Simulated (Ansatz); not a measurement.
**ClHOSn: from a rough start to a minimum**

The task is to find a stationary geometry of ClHOSn, then compute its harmonic vibrations to see whether it is a minimum and to get the zero-point energy and entropy, and look at its orbitals and charge.

Program: Ansatz 0.2.0, Gaussian basis. Level of theory: RKS PBE0-D4/def2-TZVP. These are calculated values, not measurements.

Plan: relaxation at PBE-D4/def2-SVP; relaxation at PBE0-D4/def2-TZVP; harmonic vibrations at the same level; a single point in def2-TZVPP for the fields.

## (1) The system as given

4 atoms, charge 0, spin multiplicity 1.

Atoms are counted from 1 here; the program's logs count them from 0.

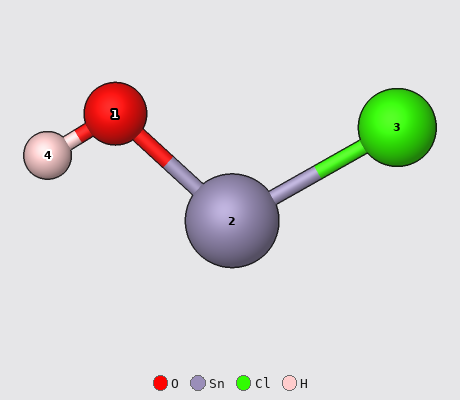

The starting geometry (oxygen red, tin purple, chlorine green, hydrogen pink); atoms are numbered from 1 in the order of the file.

The start is a force-field geometry with small random shifts, so a cheaper pass at PBE-D4/def2-SVP comes first. Sn takes the def2 core potential; no spin-orbit term is included.

## (2) Optimising with PBE-D4/def2-SVP (cheap first pass)

File in.yaml:

```yaml
crystal:
  periodic: [false, false, false]
  atoms:
    - {symbol: O, position_ang: [-0.458500, 0.627500, -0.800600]}
    - {symbol: Sn, position_ang: [-0.176100, -0.540700, 0.719100]}
    - {symbol: Cl, position_ang: [2.105300, -0.956000, 0.883900]}
    - {symbol: H, position_ang: [-1.415100, 0.808900, -0.822700]}
basis:
  gaussian: {orbitals: def2-SVP}
hamiltonian: {xc: pbe, dispersion: d4}
relax: {f_tol: 0.03, max_steps: 200}
```

Command:

```
ansatz run in.yaml --threads 4 --pin off --events-out ev --progress --plain --max-ram 10444MiB
```

The program printed (excerpt; [...] marks lines left out):

```text
Functional definition: PBE
  name "PBE"
  cite "Perdew, Burke & Ernzerhof, Phys. Rev. Lett. 77, 3865 (1996) doi:10.1103/PhysRevLett.77.3865"
  parent pbe
[...]
687 factors; their error is unknown
[...]
mean field -20406.30935003 eV, -749.9180367204 hartree, gradient 7.9e-5 eV, S^2 0.000000; 0 other end points of the search recorded, 0 dependent functions left out
[...]
reference -20406.30937995 eV, -749.9180378200 hartree; 24, 24 occupied and 39, 39 virtual orbitals, 687 factors
relax step   1: F+E_penalty+E_count = -20406.39884286 eV  Δ(F+E_penalty+E_count) = +0.000e0 eV  max|allowed force component| = 2.007e0 eV/Å  Δτ_max = 0.0000 Å  (25 SCF iters, accepted)
[...]
relax step   3: F+E_penalty+E_count = -20406.65055052 eV  Δ(F+E_penalty+E_count) = -1.374e-2 eV  max|allowed force component| = 1.326e-1 eV/Å  Δτ_max = 0.0367 Å  (24 SCF iters, accepted)
[...]
relax step   4: F+E_penalty+E_count = -20406.65132009 eV  Δ(F+E_penalty+E_count) = -7.696e-4 eV  max|allowed force component| = 2.328e-2 eV/Å  Δτ_max = 0.0095 Å  (25 SCF iters, accepted)
687 factors; their error is unknown
mean field -20406.56050275 eV, -749.9272664124 hartree, gradient 6.6e-5 eV, S^2 0.000000; 1 other end points of the search recorded, 0 dependent functions left out
[...]
reference -20406.56053320 eV, -749.9272675314 hartree; 24, 24 occupied and 39, 39 virtual orbitals, 687 factors
Total energy: -20406.65135054 eV, -749.9306050071 hartree
Atom 0 at    -0.410591     0.596205    -0.743308 Å, force    -0.023128    -0.012675     0.023280 eV/Å
Atom 1 at    -0.292671    -0.631738     0.867062 Å, force    -0.007137     0.010116    -0.011703 eV/Å
Atom 2 at     2.100544    -0.873090     0.766290 Å, force     0.010337    -0.000061    -0.002503 eV/Å
Atom 3 at    -1.341682     0.848324    -0.910343 Å, force     0.019927     0.002621    -0.009074 eV/Å
Dipole moment:    -0.788971    -0.041139     0.194683 e Å
```

It took 1.8 s on 4 threads of Arm Neoverse V2, shared host.

Relaxation path:

| step | energy from step 1 (eV) | largest force component (eV/Å) |
| --- | --- | --- |
| 1 | 0.0000 | 2.0067 |
| 2 | -0.2380 | 0.4890 |
| 3 | -0.2517 | 0.1326 |
| 4 | -0.2525 | 0.0233 |

Close pairs (by a distance rule), those that changed most:

| bond | before (Å) | after (Å) | change (Å) |
| --- | --- | --- | --- |
| O1–Sn2 | 1.938 | 2.029 | +0.091 |
| Sn2–Cl3 | 2.325 | 2.407 | +0.083 |
| O1–H4 | 0.974 | 0.979 | +0.005 |

## (3) Geometry optimisation, PBE0-D4/def2-TZVP

File in.yaml:

```yaml
crystal:
  periodic: [false, false, false]
  atoms:
    - {symbol: O, position_ang: [-0.410591, 0.596205, -0.743308]}
    - {symbol: Sn, position_ang: [-0.292671, -0.631738, 0.867062]}
    - {symbol: Cl, position_ang: [2.100544, -0.873090, 0.766290]}
    - {symbol: H, position_ang: [-1.341682, 0.848324, -0.910343]}
basis:
  gaussian: {orbitals: def2-TZVP}
hamiltonian: {xc: pbe0, dispersion: d4}
relax: {f_tol: 0.005, max_steps: 150}
```

Same command.

The program printed (excerpt; [...] marks lines left out):

```text
Functional definition: PBE0
  name "PBE0"
  cite "Adamo & Barone, J. Chem. Phys. 110, 6158 (1999) doi:10.1063/1.478522"
  cite "Perdew, Burke & Ernzerhof, Phys. Rev. Lett. 77, 3865 (1996) doi:10.1103/PhysRevLett.77.3865"
  parent pbe
[...]
924 factors; their error is unknown
[...]
mean field -20414.87617555 eV, -750.2328617513 hartree, gradient 2.6e-5 eV, S^2 0.000000; 0 other end points of the search recorded, 0 dependent functions left out
[...]
reference -20414.87620380 eV, -750.2328627897 hartree; 24, 24 occupied and 100, 100 virtual orbitals, 924 factors
relax step   1: F+E_penalty+E_count = -20414.95282045 eV  Δ(F+E_penalty+E_count) = +0.000e0 eV  max|allowed force component| = 7.722e-1 eV/Å  Δτ_max = 0.0000 Å  (28 SCF iters, accepted)
[...]
relax step   5: F+E_penalty+E_count = -20415.00211344 eV  Δ(F+E_penalty+E_count) = -8.895e-5 eV  max|allowed force component| = 8.372e-3 eV/Å  Δτ_max = 0.0071 Å  (32 SCF iters, accepted)
[...]
relax step   6: F+E_penalty+E_count = -20415.00212538 eV  Δ(F+E_penalty+E_count) = -1.194e-5 eV  max|allowed force component| = 3.223e-4 eV/Å  Δτ_max = 0.0019 Å  (32 SCF iters, accepted)
924 factors; their error is unknown
[...]
mean field -20414.92466438 eV, -750.2346436829 hartree, gradient 1.6e-5 eV, S^2 0.000000; 1 other end points of the search recorded, 0 dependent functions left out
[...]
reference -20414.92469239 eV, -750.2346447123 hartree; 24, 24 occupied and 100, 100 virtual orbitals, 924 factors
Total energy: -20415.00215339 eV, -750.2374913515 hartree
Atom 0 at    -0.412691     0.565476    -0.700561 Å, force     0.000043     0.000273    -0.000146 eV/Å
Atom 1 at    -0.288162    -0.630260     0.864718 Å, force     0.000095    -0.000007     0.000030 eV/Å
Atom 2 at     2.059846    -0.846819     0.738027 Å, force     0.000185    -0.000209     0.000174 eV/Å
Atom 3 at    -1.303393     0.851304    -0.922483 Å, force    -0.000322    -0.000057    -0.000058 eV/Å
Dipole moment:    -0.817439    -0.062549     0.227330 e Å
```

Wall time 6.5 s (4 threads of Arm Neoverse V2, shared host).

Along the way:

| step | energy from step 1 (eV) | largest force component (eV/Å) |
| --- | --- | --- |
| 1 | 0.0000 | 0.7722 |
| 2 | -0.0448 | 0.2962 |
| 3 | -0.0486 | 0.0651 |
| 4 | -0.0492 | 0.0259 |
| 5 | -0.0493 | 0.0084 |
| 6 | -0.0493 | 0.0003 |

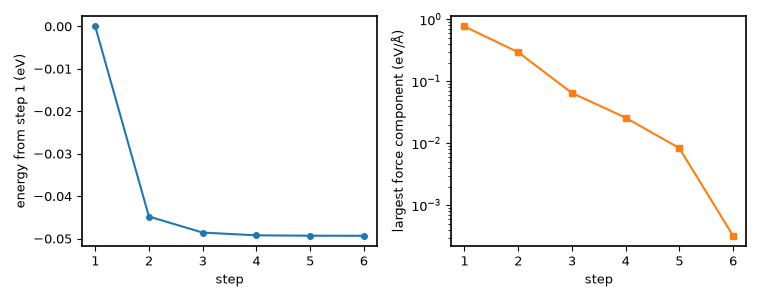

Energy and force, step by step.

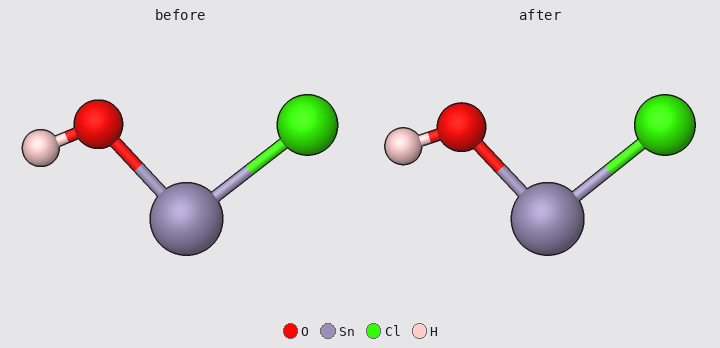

Before and after, at one scale.

Close pairs (by a distance rule), those that changed most:

| bond | before (Å) | after (Å) | change (Å) |
| --- | --- | --- | --- |
| O1–Sn2 | 2.029 | 1.974 | -0.055 |
| Sn2–Cl3 | 2.407 | 2.361 | -0.046 |
| O1–H4 | 0.979 | 0.961 | -0.018 |

Mulliken charges at the end point, from the run's report:

| atom | value (e) |
| --- | --- |
| O1 | -0.65 |
| Sn2 | 0.75 |
| Cl3 | -0.40 |
| H4 | 0.31 |

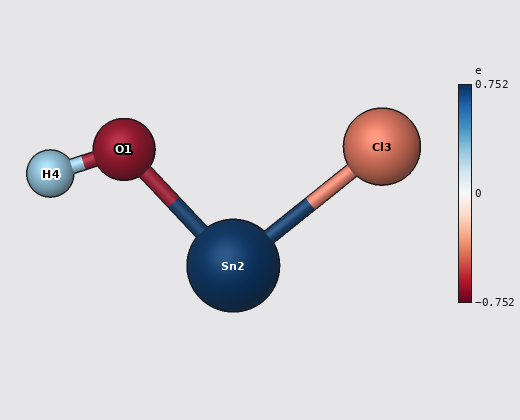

Mulliken charges at the end point, from the run's report, as colours on the atoms.

## (4) Vibrations by finite differences

File in.yaml:

```yaml
crystal:
  periodic: [false, false, false]
  atoms:
    - {symbol: O, position_ang: [-0.412691, 0.565476, -0.700561]}
    - {symbol: Sn, position_ang: [-0.288162, -0.630260, 0.864718]}
    - {symbol: Cl, position_ang: [2.059846, -0.846819, 0.738027]}
    - {symbol: H, position_ang: [-1.303393, 0.851304, -0.922483]}
basis:
  gaussian: {orbitals: def2-TZVP}
hamiltonian: {xc: pbe0, dispersion: d4}
phonons: {temperatures: {t_min: 298.15, t_max: 900, t_step: 200}}
```

Launched as before.

The program printed (excerpt; [...] marks lines left out):

```text
Functional definition: PBE0
  name "PBE0"
  cite "Adamo & Barone, J. Chem. Phys. 110, 6158 (1999) doi:10.1063/1.478522"
  cite "Perdew, Burke & Ernzerhof, Phys. Rev. Lett. 77, 3865 (1996) doi:10.1103/PhysRevLett.77.3865"
  parent pbe
[...]
924 factors; their error is unknown
[...]
mean field -20414.92466530 eV, -750.2346437167 hartree, gradient 2.3e-5 eV, S^2 0.000000; 0 other end points of the search recorded, 0 dependent functions left out
[...]
reference -20414.92469328 eV, -750.2346447452 hartree; 24, 24 occupied and 100, 100 virtual orbitals, 924 factors
[...]
924 factors; their error is unknown
mean field -20414.92451024 eV, -750.2346380184 hartree, gradient 1.7e-6 eV, S^2 0.000000; 0 other end points of the search recorded, 0 dependent functions left out
[...]
reference -20414.92453823 eV, -750.2346390471 hartree; 24, 24 occupied and 100, 100 virtual orbitals, 924 factors
[...]
reference -20414.92467838 eV, -750.2346441976 hartree; 24, 24 occupied and 100, 100 virtual orbitals, 924 factors
[...]
924 factors; their error is unknown
mean field -20414.92465293 eV, -750.2346432624 hartree, gradient 1.7e-6 eV, S^2 0.000000; 0 other end points of the search recorded, 0 dependent functions left out
[...]
reference -20414.92468093 eV, -750.2346442911 hartree; 24, 24 occupied and 100, 100 virtual orbitals, 924 factors
Total energy: -20415.00215429 eV, -750.2374913846 hartree
Atom 0 at    -0.412691     0.565476    -0.700561 Å, force     0.000023     0.000276    -0.000146 eV/Å
Atom 1 at    -0.288162    -0.630260     0.864718 Å, force     0.000123    -0.000009     0.000028 eV/Å
Atom 2 at     2.059846    -0.846819     0.738027 Å, force     0.000175    -0.000215     0.000184 eV/Å
Atom 3 at    -1.303393     0.851304    -0.922483 Å, force    -0.000321    -0.000052    -0.000066 eV/Å
Dipole moment:    -0.817439    -0.062548     0.227329 e Å
Vibrations: 165.46 349.39 382.82 606.19 729.72 3875.33 cm⁻¹, zero-point energy 0.378703 eV
```

Run time: 16 s. Hardware: 4 threads of Arm Neoverse V2, shared host.

Motions are named by where the mode's potential energy lies. The modes, unscaled (a negative number is an imaginary wavenumber):

| mode | cm⁻¹ | motion |
| --- | --- | --- |
| 1 | 165 | bend |
| 2 | 349 | Sn–Cl stretch |
| 3 | 383 | torsion |
| 4 | 606 | Sn–O stretch |
| 5 | 730 | bend |
| 6 | 3875 | O–H stretch |

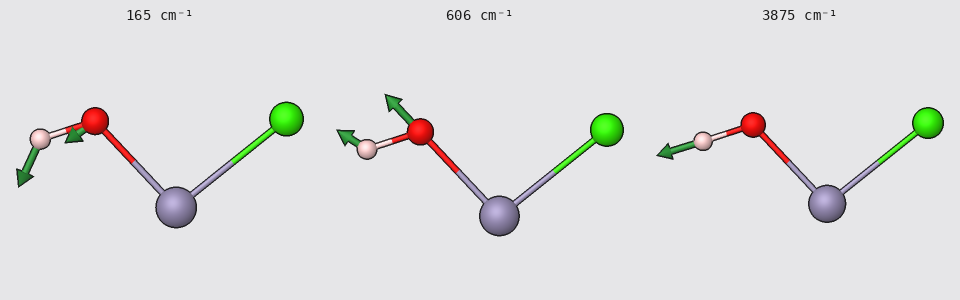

How the atoms move in 3 of the modes.

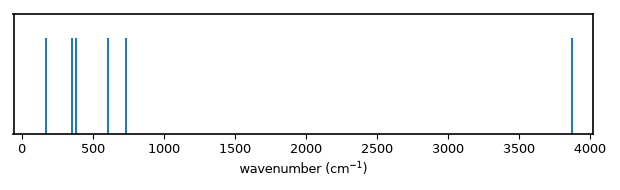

The harmonic wavenumbers as sticks (no intensities were computed).

Ideal gas, rigid rotor and harmonic oscillator at 298.15 K and 1 bar, with symmetry number 1:

| term | value |
| --- | --- |
| zero-point energy | 36.5 kJ/mol |
| H(298) − E | 50.6 kJ/mol |
| entropy, translation | 173.0 J/(mol K) |
| entropy, rotation | 109.0 J/(mol K) |
| entropy, vibration | 22.6 J/(mol K) |
| entropy, total | 304.5 J/(mol K) |

## (5) Fields at the relaxed geometry

Edit in.yaml of step 4 so:

```diff
@@ -8,4 +8,4 @@
 basis:
-  gaussian: {orbitals: def2-TZVP}
+  gaussian: {orbitals: def2-TZVPP}
 hamiltonian: {xc: pbe0, dispersion: d4}
-phonons: {temperatures: {t_min: 298.15, t_max: 900, t_step: 200}}
+output: {orbitals: {seedname: orbitals}}
```

The command is unchanged.

The program printed:

```text
Functional definition: PBE0
  name "PBE0"
  cite "Adamo & Barone, J. Chem. Phys. 110, 6158 (1999) doi:10.1063/1.478522"
  cite "Perdew, Burke & Ernzerhof, Phys. Rev. Lett. 77, 3865 (1996) doi:10.1103/PhysRevLett.77.3865"
  parent pbe
  parameter a = 0.25
  parameter kappa = 0.804
  parameter beta = 0.06672455060314922
  exchange = (1 - a)*pbe_x(kappa = kappa, mu = beta*pi^2/3) + a*exact_x
  correlation = pbe_c(beta = beta)
996 factors; their error is unknown
mean field evaluation 1: about -20408.0500 eV, gradient 6.1e1 eV
mean field evaluation 2: about -20339.3245 eV, gradient 1.7e2 eV
mean field evaluation 4: about -20414.5642 eV, gradient 1.2e1 eV
mean field evaluation 8: about -20414.8529 eV, gradient 6.2e-2 eV
mean field evaluation 16: about -20414.9733 eV, gradient 2.9e-5 eV
mean field -20414.97331338 eV, -750.2364315009 hartree, gradient 2.9e-5 eV, S^2 0.000000; 0 other end points of the search recorded, 0 dependent functions left out
reference -20414.97334146 eV, -750.2364325326 hartree; 24, 24 occupied and 113, 113 virtual orbitals, 996 factors
Total energy: -20415.05080246 eV, -750.2392791720 hartree
```

Run time: 0.75 s. Hardware: 4 threads of Arm Neoverse V2, shared host.

Orbitals, density, ELF and potential are computed afterwards from the orbital file.

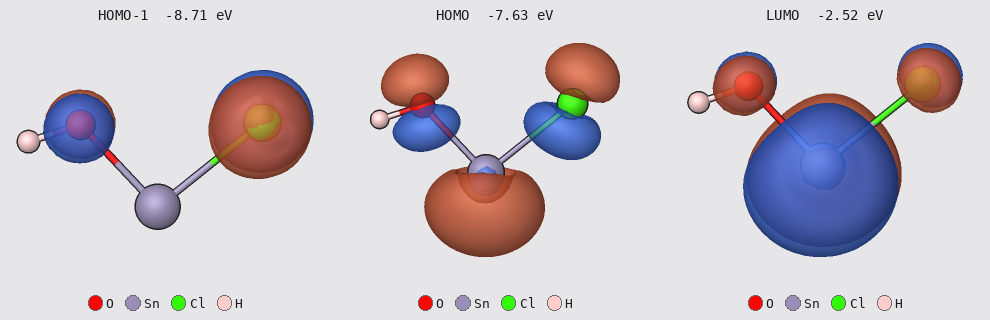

PBE0-D4/def2-TZVPP orbitals near the gap, drawn at the value that encloses 70 % of each; the two colours are the two signs.

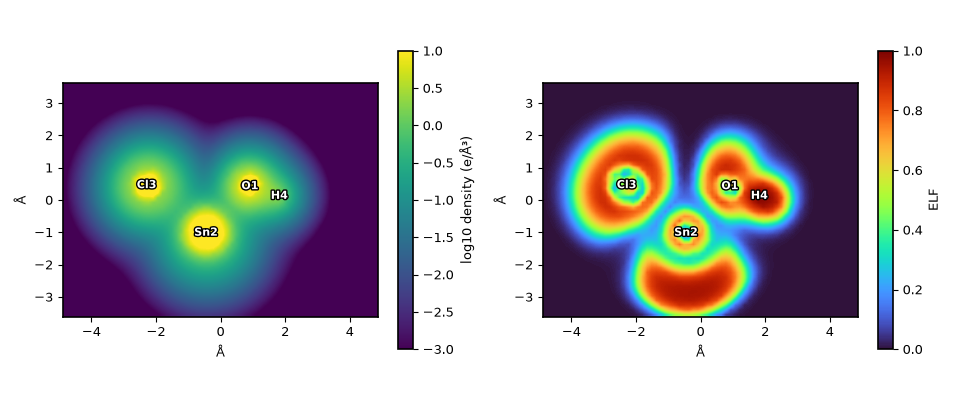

Density (left) and ELF (right) in a plane through or near 4 of the atoms.

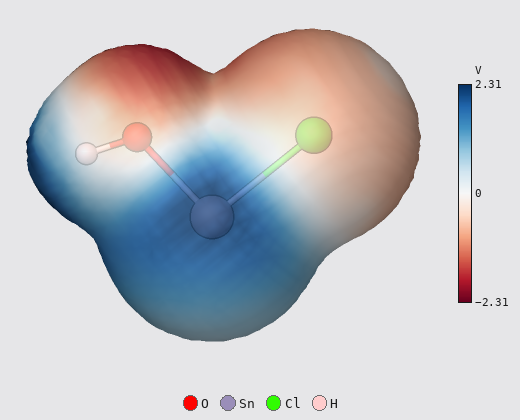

The potential that a unit positive charge feels on the 0.002 e/bohr³ surface, from -1.69 V near O1 to 2.31 V near Sn2.

## (6) What came out

| quantity | value |
| --- | --- |
| point group | Cs |
| steps | 4 + 6 |
| shift from the start (rms) | 0.171 Å |
| total energy | -20415.0022 eV |
| dispersion term | -77 meV |
| dipole moment | 4.09 D |
| lowest, highest wavenumber | 165, 3875 cm⁻¹ |
| zero-point energy | 36.5 kJ/mol |
| entropy at 298.15 K | 304.5 J/(mol K) |
| HOMO, LUMO | -7.63, -2.52 eV |

What this shows: The atoms moved 0.17 Å (rms) from the start; the bond that changed most is Sn2–Cl3, from 2.325 to 2.361 Å. All wavenumbers are real, so the end point is a minimum. The stiffest mode, 3875 cm⁻¹, is an O–H stretch. Harmonic hybrid wavenumbers usually lie a few per cent above measured fundamentals. The largest Mulliken charge, +0.75 e, sits on Sn2. The HOMO lies mostly on Sn2 49 %; Cl3 26 % and the LUMO on Sn2 80 %; O1 9 %.
